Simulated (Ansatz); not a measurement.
# Au wire along [110], 23 atoms a period: bands along the axis

Wanted: the relaxed geometry and the bands of the Au wire along [110], 23 atoms a period.

Method: DFT PBE, plane waves, PAW; relaxation of a wire's period; PAW set soft_1, in the first sound run; inputs show where later runs differ, in Ansatz 0.2.0.

**1. Starting point**

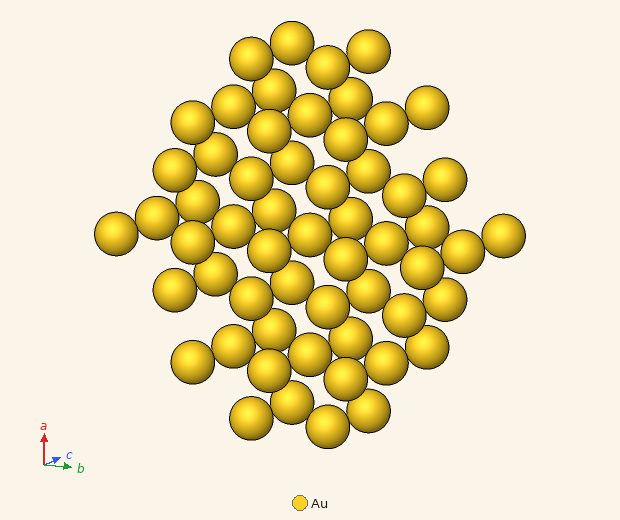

Start, viewed at a slant to the c axis; gold yellow. 1×1×2 cells are drawn. Some periodic images of atoms are drawn too.

The cell holds 23 atoms: 23 Au. Its edges and angles: a = 19.280 Å, b = 18.566 Å, c = 2.942 Å, α = 90.0°, β = 90.0°, γ = 90.0°. Vacuum lies along a and b. The structure's axis is c.

**2. The relaxed wire**

Band widths follow the bond lengths, so the wire is relaxed first. The atoms and the third cell vector are free; the box across stays fixed as vacuum. A Fermi-Dirac smearing is set since the result may be a metal. The pressure printed is a third of the stress's trace over the whole box, vacuum included; only the stress along the axis is relaxed.

The input, input.yaml:

```yaml
crystal:
  lattice:
    - [19.28, 0.0, 0.0]
    - [0.0, 18.566, 0.0]
    - [0.0, 0.0, 2.9415642097]
  atoms:
    - { symbol: Au, position: [0.284232365, 0.658445149, 0.0] }
    - { symbol: Au, position: [0.284232365, 0.500006917, 0.0] }
    - { symbol: Au, position: [0.5, 0.658445149, 0.0] }
    - { symbol: Au, position: [0.5, 0.500006917, 0.0] }
    - { symbol: Au, position: [0.5, 0.81688338, 0.0] }
    - { symbol: Au, position: [0.715767635, 0.658445149, 0.0] }
    - { symbol: Au, position: [0.715767635, 0.500006917, 0.0] }
    - { symbol: Au, position: [0.176348548, 0.420787801, 0.5] }
    - { symbol: Au, position: [0.176348548, 0.579226033, 0.5] }
    - { symbol: Au, position: [0.392116183, 0.262349569, 0.5] }
    - { symbol: Au, position: [0.392116183, 0.420787801, 0.5] }
    - { symbol: Au, position: [0.392116183, 0.579226033, 0.5] }
    - { symbol: Au, position: [0.392116183, 0.737664264, 0.5] }
    - { symbol: Au, position: [0.607883817, 0.262349569, 0.5] }
    - { symbol: Au, position: [0.607883817, 0.420787801, 0.5] }
    - { symbol: Au, position: [0.607883817, 0.579226033, 0.5] }
    - { symbol: Au, position: [0.607883817, 0.737664264, 0.5] }
    - { symbol: Au, position: [0.823651452, 0.420787801, 0.5] }
    - { symbol: Au, position: [0.823651452, 0.579226033, 0.5] }
    - { symbol: Au, position: [0.284232365, 0.341568685, 0.0] }
    - { symbol: Au, position: [0.5, 0.341568685, 0.0] }
    - { symbol: Au, position: [0.5, 0.183130454, 0.0] }
    - { symbol: Au, position: [0.715767635, 0.341568685, 0.0] }
kpoints:
  mp_grid: { grid: [1, 1, 28] }
scf:
  occupations: { method: fermi_dirac, width: 0.05 }
hamiltonian:
  xc: pbe
  pseudopotentials: { kind: paw, azcp: { folder: soft_1 } }
relax:
  cell: { fix: [a, b, alpha, beta, gamma] }
  max_steps: 45
  f_tol: 0.03
```

The run is started by

```bash
ansatz run input.yaml --threads 16 --pin off --max-ram 61440MiB --backend cuda --events-out ev --progress --plain --runs-dir out --max-vram 78GiB
```

Numbers of over 12 decimals in the logs are rounded to 6 here.

The log of the run:

```text
Engine: ansatz 0.2.0, aarch64-unknown-linux-gnu
Pseudopotentials: kind: paw
Pseudopotential: Au, paw, valence charge 19, recommended cutoff 420 eV (normal), soft_1/Au.paw.azcp
Functional definition: PBE
  parameter kappa = 0.804
  parameter beta = 0.066725
  exchange = pbe_x(kappa = kappa, mu = beta*pi^2/3)
  correlation = pbe_c(beta = beta)
[...]
Crystal: 23 atoms, lattice volume = 1052.940 Å³
Basis set: ecut = 420 eV, 20431 PW (Γ), exchange–correlation on 270×250×40 points (8 copies of the dense FFT grid, shifted against one another)
Bands: 263, of which v1, the nominal top of the filled ones, is band 219 counted from 1 (218 counted from 0)
Symmetry: 8 space group operations
Space group: Pmmm (ITA 47), of the structure as read, at distance tolerance 1.0e-4 Å
k-points: 15 of 28
Non-local potential: Au, projectors of the file, l = 0: 3, l = 1: 2, l = 2: 2, l = 3: 1
PAW form: soft (Blöchl's): semilocal exchange-correlation on the pseudo side does not see the compensation charge
PAW one-centre angular grid: Au, 590 points (default); XC on 64 Gauss nodes
Initial density: superposition of atomic densities (neutral atoms: chi_scale 0, normalization atom)
Initial wavefunctions: pseudopotential atomic-orbital guess
[...]
Functional: x = pbe(κ = 0.804, μ = 0.219515), c = pbe(β = 0.066725)
SCF iter   1: F=—  HF=-302475.945882 eV  |F-HF|=—  |Δ(HF+E_count)|=         —  Δρ=3.77e-2  dr2=1.93e1  ethr=3.10e-3  ⟨swp⟩=6.4  Hψ=15214  notcnv=0  defer=205
preconditioner: auto → LDOS  [metal: Δε(μ)=0.023 eV  Ē_g=7.806 eV  σ=0.050 eV  W_gap=0.11  n_scr=208 (ndim 8)  ℏωp=18.2 eV  f_vac=0.545  D(μ)=7.15/eV (n_scr^D=36)  β→1.0]
SCF iter   2: F=—  HF=-302476.904667 eV  |F-HF|=—  |Δ(HF+E_count)|=   9.59e-1  Δρ=4.14e-2  dr2=1.82e1  ethr=3.10e-3  ⟨swp⟩=3.0  Hψ=9555  notcnv=0  defer=474
[...]
SCF iter   9: F=-302470.999087 eV  HF=-302470.999087 eV  |F-HF|=8.87e-8  |Δ(HF+E_count)|=   7.29e-7  Δρ=3.31e-6  dr2=9.96e-8  ethr=2.29e-11  ⟨swp⟩=5.0  Hψ=14358  notcnv=0
SCF 1 converged in 9 iterations: F = -302470.999087 eV  dr2 = 9.96e-8
  greatest PAW one-centre occupation: 1.000 electrons in one spin orbital (limit 2), on the Au atom at site 3 (counted from 0), in its partial waves of l = 0
relax step   1: F+E_penalty+E_count = -302470.99908691 eV  Δ(F+E_penalty+E_count) = +0.000e0 eV  max|allowed force component| = 5.444e-1 eV/Å  Δτ_max = 0.0000 Å  P = -1.916 GPa  Ω = 1052.940 Å³  fix = [a, b, alpha, beta, gamma]  reactions: a -1.576, b -1.042 GPa  (9 SCF iters, dr2 threshold 1.00e-7 eV, accepted)
[...]
Crystal: 23 atoms, lattice volume = 1002.048 Å³
Basis set: ecut = 420 eV, 19671 PW (Γ), exchange–correlation on 270×250×40 points (8 copies of the dense FFT grid, shifted against one another)
[...]
iter 1 solved again at ethr=1.33e-4 eV; its pass at ethr=3.10e-3 eV (dr2=5.80e-1 eV) is discarded
SCF iter   1: F=—  HF=-302471.606283 eV  |F-HF|=—  |Δ(HF+E_count)|=         —  Δρ=6.72e-3  dr2=5.84e-1  ethr=1.33e-4  ⟨swp⟩=4.5  Hψ=21752  notcnv=0
preconditioner: auto → LDOS  [metal: Δε(μ)=0.037 eV  Ē_g=8.692 eV  σ=0.050 eV  W_gap=0.18  n_scr=198 (ndim 8)  ℏωp=18.7 eV  f_vac=0.549  D(μ)=7.10/eV (n_scr^D=36)  β→1.0]
SCF iter   2: F=—  HF=-302471.648656 eV  |F-HF|=—  |Δ(HF+E_count)|=   4.24e-2  Δρ=6.13e-3  dr2=6.65e-1  ethr=1.33e-4  ⟨swp⟩=3.9  Hψ=8585  notcnv=0
[...]
SCF iter   7: F=-302471.487918 eV  HF=-302471.487918 eV  |F-HF|=9.79e-8  |Δ(HF+E_count)|=   3.47e-6  Δρ=7.04e-6  dr2=4.80e-7  ethr=5.26e-10  ⟨swp⟩=4.9  Hψ=13513  notcnv=0
SCF 2 converged in 7 iterations: F = -302471.487918 eV  dr2 = 4.80e-7
  greatest PAW one-centre occupation: 1.000 electrons in one spin orbital (limit 2), on the Au atom at site 16 (counted from 0), in its partial waves of l = 0
relax step   2: F+E_penalty+E_count = -302471.48791786 eV  Δ(F+E_penalty+E_count) = -4.888e-1 eV  max|allowed force component| = 3.332e-1 eV/Å  Δτ_max = 0.1939 Å  P = +1.966 GPa  Ω = 1002.048 Å³  energy of the carried Pulay correction = +6.867e-3 eV  fix = [a, b, alpha, beta, gamma]  reactions: a +1.883, b +1.985 GPa  (7 SCF iters, dr2 threshold 2.30e-6 eV, accepted)
[...]
Crystal: 23 atoms, lattice volume = 1012.741 Å³
[...]
iter 1 solved again at ethr=7.59e-5 eV; its pass at ethr=3.10e-3 eV (dr2=3.32e-1 eV) is discarded
[...]
SCF 3 converged in 7 iterations: F = -302471.784299 eV  dr2 = 1.71e-7
[...]
SCF 4 converged in 7 iterations: F = -302471.806005 eV  dr2 = 4.92e-7
[...]
SCF 5 converged in 7 iterations: F = -302471.825856 eV  dr2 = 7.57e-8
[...]
SCF 6 converged in 7 iterations: F = -302471.819442 eV  dr2 = 1.18e-11
[...]
SCF converged after 7 iterations
[...]
k-point 14: bands = ["-100.6021", "-100.6021", "-100.5409", "-100.5370", "-100.5366", "-100.5193", "-100.5193", "-100.5187", "-100.5187", "-100.2027", "-100.2027", "-100.2027", "-100.2027", "-100.1530", "-100.1530", "-100.1527", "-100.1527", "-100.1527", "-100.1527", "-100.0558", "-100.0558", "-100.0549", "-100.0549", "-52.0976", "-52.0964", "-52.0410", "-52.0334", "-52.0326", "-52.0305", "-52.0233", "-52.0203", "- [...]
--- Relaxed structure (5 steps of the walk, 5 accepted, 1 SCFs on fresh bases) ---
  F+E_penalty+E_count = -302471.81944160 eV   max|allowed force component| = 1.684e-2 eV/Å   (the final SCF, on the basis selected at the relaxed cell)
  cell:  # Å, volume = 1006.9654 Å³
    - [19.28, 0.0, 0.0]
    - [0.0, 18.566, 0.0]
    - [0.0, 0.0, 2.813126]
  atoms:
    - { symbol: Au, position: [0.281426, 0.673352, 0.0] }
    - { symbol: Au, position: [0.290129, 0.5, 0.0] }
    - { symbol: Au, position: [0.5, 0.657549, 0.0] }
    - { symbol: Au, position: [0.5, 0.5, 0.0] }
    - { symbol: Au, position: [0.5, 0.810116, 0.0] }
    - { symbol: Au, position: [0.718574, 0.673352, 0.0] }
    - { symbol: Au, position: [0.709871, 0.5, 0.0] }
    - { symbol: Au, position: [0.187438, 0.418499, 0.5] }
    - { symbol: Au, position: [0.187438, 0.581501, 0.5] }
    - { symbol: Au, position: [0.386196, 0.252359, 0.5] }
    - { symbol: Au, position: [0.391475, 0.416899, 0.5] }
    - { symbol: Au, position: [0.391475, 0.583101, 0.5] }
    - { symbol: Au, position: [0.386196, 0.747641, 0.5] }
    - { symbol: Au, position: [0.613804, 0.252359, 0.5] }
    - { symbol: Au, position: [0.608525, 0.416899, 0.5] }
    - { symbol: Au, position: [0.608525, 0.583101, 0.5] }
    - { symbol: Au, position: [0.613804, 0.747641, 0.5] }
    - { symbol: Au, position: [0.812562, 0.418499, 0.5] }
    - { symbol: Au, position: [0.812562, 0.581501, 0.5] }
    - { symbol: Au, position: [0.281426, 0.326648, 0.0] }
    - { symbol: Au, position: [0.5, 0.342451, 0.0] }
    - { symbol: Au, position: [0.5, 0.189884, 0.0] }
    - { symbol: Au, position: [0.718574, 0.326648, 0.0] }
```

Elapsed: 9.2 s, on 1 × NVIDIA GB200 with 16 threads of Arm Neoverse V2, shared host; peak memory 1.3 GiB; 70 s of CPU time.

Step by step:

| step | energy less that of the first step (eV) | largest force component (eV/Å) | pressure (GPa) | volume (Å³) |
| --- | --- | --- | --- | --- |
| 1 | 0.0000 | 0.5444 | -1.92 | 1052.94 |
| 2 | -0.4888 | 0.3332 | 1.97 | 1002.05 |
| 3 | -0.7852 | 0.1067 | -0.08 | 1012.74 |
| 4 | -0.8069 | 0.1116 | 0.02 | 1002.40 |
| 5 | -0.8268 | 0.0167 | -0.01 | 1006.97 |
| 6 | -0.8204 | 0.0168 | -0.01 | 1006.97 |

The log counts 1 steps on a newly chosen plane-wave basis, not all of them marked here; energy and pressure can jump at such steps.

Forces are held to the 8 operations that the run works with; a distortion that breaks them can't arise in this run.

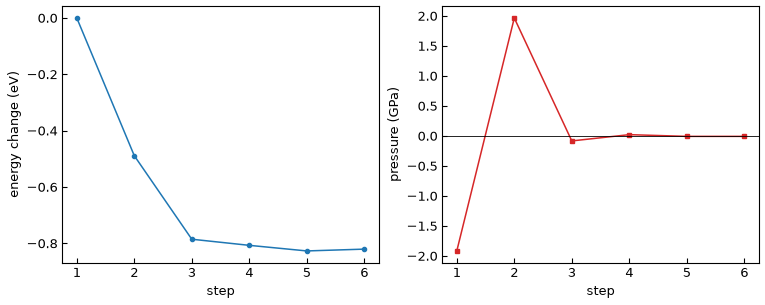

Energy and pressure along the relaxation.

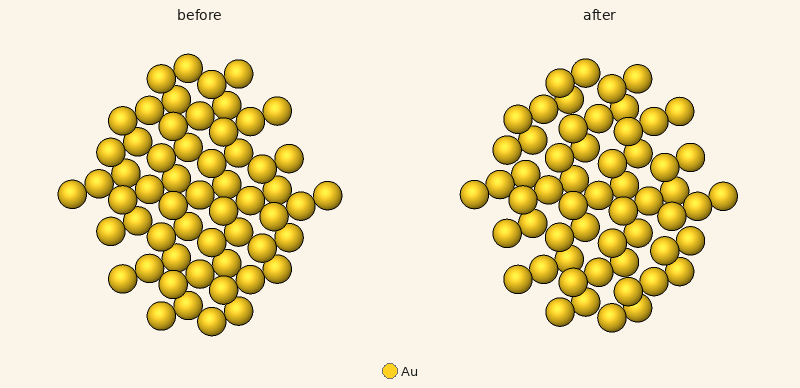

The structure before and after the relaxation, drawn at the same scale.

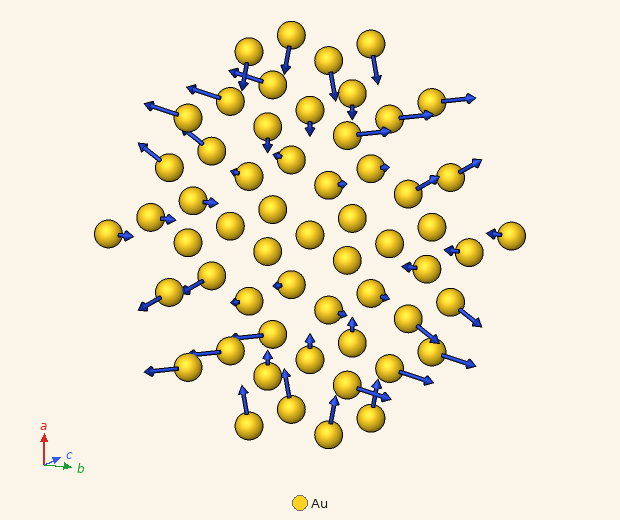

Displacements in the relaxation, exaggerated, measured against the changing cell; the longest in the cell stands for 0.28 Å. 1×1×2 cells are drawn. Some periodic images of atoms are drawn too.

| cell as run | before | after | change |
| --- | --- | --- | --- |
| c (Å) | 2.942 | 2.813 | -4.4 % |

The atoms that moved most (Å, along periodic axes as changes of fractional coordinates times the final cell, across vacuum about the mean position):

| atom | dx | dy | dz | length |
| --- | --- | --- | --- | --- |
| Au20 | -0.054 | -0.277 | 0.000 | 0.282 |
| Au23 | 0.054 | -0.277 | 0.000 | 0.282 |
| Au1 | -0.054 | 0.277 | 0.000 | 0.282 |
| Au6 | 0.054 | 0.277 | 0.000 | 0.282 |
| Au8 | 0.214 | -0.042 | 0.000 | 0.218 |
| Au18 | -0.214 | -0.042 | 0.000 | 0.218 |
| Au9 | 0.214 | 0.042 | 0.000 | 0.218 |
| Au19 | -0.214 | 0.042 | 0.000 | 0.218 |

Numbers from this step:

```yaml
energy_at_zero_smearing: -302471.7872 eV
cell_length_along_the_wire: 2.813 Å
```

The cell's length comes to 2.813 Å with spin left out.

**3. The perfect wire**

This step: DFT PBE, plane waves, PAW; bands of a perfect wire; PAW set soft_1 (Ansatz 0.2.0).

At the relaxed period the bands are computed along the axis; those that cross an energy going forward count the channels that a perfect wire would open there.

The input, input.yaml:

```yaml
crystal:
  lattice:
    - [19.28, 0.0, 0.0]
    - [0.0, 18.566, 0.0]
    - [0.0, 0.0, 2.8131260212]
  atoms:
    - { symbol: Au, position: [0.281425588, 0.673351736, 0.0] }
    - { symbol: Au, position: [0.290128719, 0.5, 0.0] }
    - { symbol: Au, position: [0.5, 0.657548727, 0.0] }
    - { symbol: Au, position: [0.5, 0.5, 0.0] }
    - { symbol: Au, position: [0.5, 0.810116061, 0.0] }
    - { symbol: Au, position: [0.718574412, 0.673351736, 0.0] }
    - { symbol: Au, position: [0.709871281, 0.5, 0.0] }
    - { symbol: Au, position: [0.187437936, 0.418498674, 0.5] }
    - { symbol: Au, position: [0.187437936, 0.581501326, 0.5] }
    - { symbol: Au, position: [0.386195734, 0.252358575, 0.5] }
    - { symbol: Au, position: [0.391474641, 0.416899154, 0.5] }
    - { symbol: Au, position: [0.391474641, 0.583100846, 0.5] }
    - { symbol: Au, position: [0.386195734, 0.747641425, 0.5] }
    - { symbol: Au, position: [0.613804266, 0.252358575, 0.5] }
    - { symbol: Au, position: [0.608525359, 0.416899154, 0.5] }
    - { symbol: Au, position: [0.608525359, 0.583100846, 0.5] }
    - { symbol: Au, position: [0.613804266, 0.747641425, 0.5] }
    - { symbol: Au, position: [0.812562064, 0.418498674, 0.5] }
    - { symbol: Au, position: [0.812562064, 0.581501326, 0.5] }
    - { symbol: Au, position: [0.281425588, 0.326648264, 0.0] }
    - { symbol: Au, position: [0.5, 0.342451273, 0.0] }
    - { symbol: Au, position: [0.5, 0.189883939, 0.0] }
    - { symbol: Au, position: [0.718574412, 0.326648264, 0.0] }
kpoints:
  mp_grid: { grid: [1, 1, 29] }
  band_path: { path: ["Γ", Z], npoints: 90 }
scf:
  occupations: { method: fermi_dirac, width: 0.05 }
hamiltonian:
  xc: pbe
  pseudopotentials: { kind: paw, azcp: { folder: soft_1 } }
output:
  dos: { e_range: [-5, 4] }
  write_potential: true
  write_density: true
  volumetric_format: npy
```

The log of the run:

```text
[...]
Crystal: 23 atoms, lattice volume = 1006.965 Å³
Basis set: ecut = 420 eV, 19759 PW (Γ)
Bands: 263, of which v1, the nominal top of the filled ones, is band 219 counted from 1 (218 counted from 0)
[... 1 set-up line as in the run before ...]
[...]
k-points: 15 of 29
[...]
SCF iter   1: F=—  HF=-302477.092699 eV  |F-HF|=—  |Δ(HF+E_count)|=         —  Δρ=4.04e-2  dr2=2.01e1  ethr=3.10e-3  ⟨swp⟩=6.5  Hψ=15164  notcnv=0  defer=206
[...]
SCF iter   6: F=—  HF=-302471.841324 eV  |F-HF|=—  |Δ(HF+E_count)|=   2.76e-3  Δρ=1.55e-4  dr2=2.32e-4  ethr=2.85e-7  ⟨swp⟩=3.5  Hψ=7268  notcnv=0  defer=489
[...]
SCF iter   8: F=—  HF=-302471.839185 eV  |F-HF|=—  |Δ(HF+E_count)|=   8.54e-3  Δρ=1.13e-5  dr2=1.19e-6  ethr=5.29e-9  ⟨swp⟩=2.6  Hψ=6238  notcnv=0  defer=489
[...]
SCF iter  10: F=-302471.839186 eV  HF=-302471.839186 eV  |F-HF|=5.82e-10  |Δ(HF+E_count)|=   2.00e-7  Δρ=1.76e-6  dr2=4.10e-8  ethr=2.29e-11  ⟨swp⟩=13.3  Hψ=16623  notcnv=0
SCF 1 converged in 10 iterations: F = -302471.839186 eV  dr2 = 4.10e-8
[...]
NSCF: frozen V_eff on 91 k-points
[...]
SCF converged after 10 iterations
[...]
```

Elapsed: 9.4 s, on 1 × NVIDIA GB200 with 16 threads; peak memory 2.3 GiB.

The column dr2 measures how far the density is from self-consistency, as an energy; F and HF (Harris–Foulkes) agree once it is small.

Numbers from this step:

| Quantity | Value |
| --- | --- |
| energy at zero smearing | -302471.8130 eV |
| band gap | 0 eV |

Electronic bands along the path, in eV, zero at the Fermi level; # counts the bands kept:

| point | #60 | #61 | #62 | #63 | #64 | #65 | #66 | #67 |
| --- | --- | --- | --- | --- | --- | --- | --- | --- |
| Γ | -1.50 | -1.44 | -1.32 | -1.29 | -1.19 | -1.08 | -0.94 | -0.65 |
| Z | 1.18 | 1.36 | 1.45 | 1.59 | 1.62 | 1.67 | 1.71 | 2.31 |

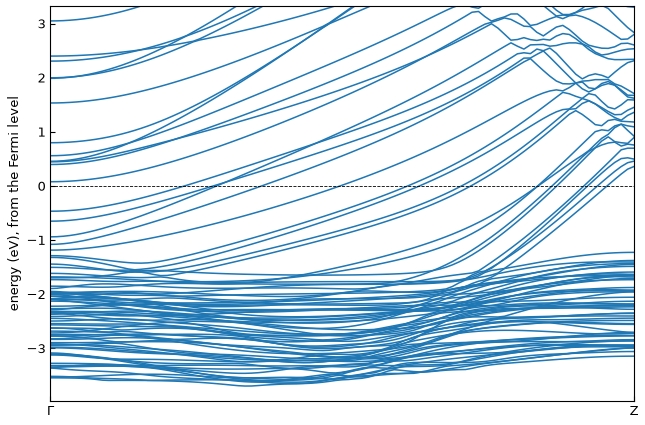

Electronic bands along the path.

Between Γ and Z the bands cross the Fermi level 17 times, so a perfect wire would conduct at least 17 G₀, with spin left out.

**4. Results**

| Item | Value |
| --- | --- |
| cell length, PBE | 2.813 Å |
| ballistic conductance by band crossings, a lower bound, PBE | 17 G₀ |

What this shows: Under PBE the cell's length is 2.81 Å, and the bands cross the Fermi level 17 times between Γ and Z, which gives a perfect wire at least 17 G₀ (opposite crossings within one step of the path cancel in such a count). Spin-orbit coupling is left out, which matters for the bands of heavy atoms.

[Logs are printed without paths, hosts, clocks, repeated set-up lines and the standing remarks that a program may print on its own settings, such as how far it seeks lower states.]

[Hosts, paths, dates, database ids (printed as entryN), source tags and the programs' standing remarks are cut or masked in the printed files.]
